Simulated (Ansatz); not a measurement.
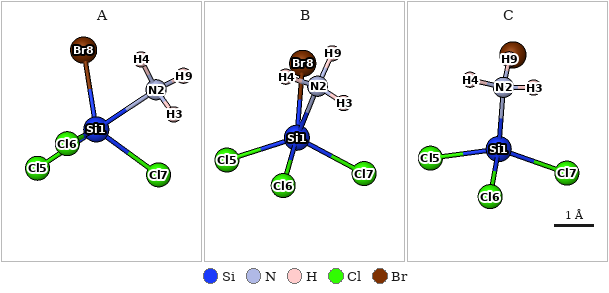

3 geometries from a converged minimum-energy path of SiNH3BrCl3, shuffled. A ball-and-stick model, seen from a free direction.

Theory: RKS B3LYP-D4/def2-SVP (Ansatz 0.2.0). Run with 7 movable images; climbing image; force threshold 0.05 eV/Å; iteration limit 60; starting path through a guess of the saddle point.

### Which of them lies highest in energy?

C. In order along the path, whose images run from 0 to 8: C (image 3, +0.65 eV), B (image 5, +0.32 eV), A (image 8, −0.14 eV). Breaking: Br8–H9 (1.46 → 1.97 at the top → 3.00 Å). Forming: N2–H9 (1.94 → 1.10 at the top → 1.02 Å), Si1–Br8 (4.18 → 3.06 at the top → 2.28 Å).

Cost: 5.4 min on 4 threads of Arm Neoverse V2, on a shared host, peak memory 0.41 GiB.
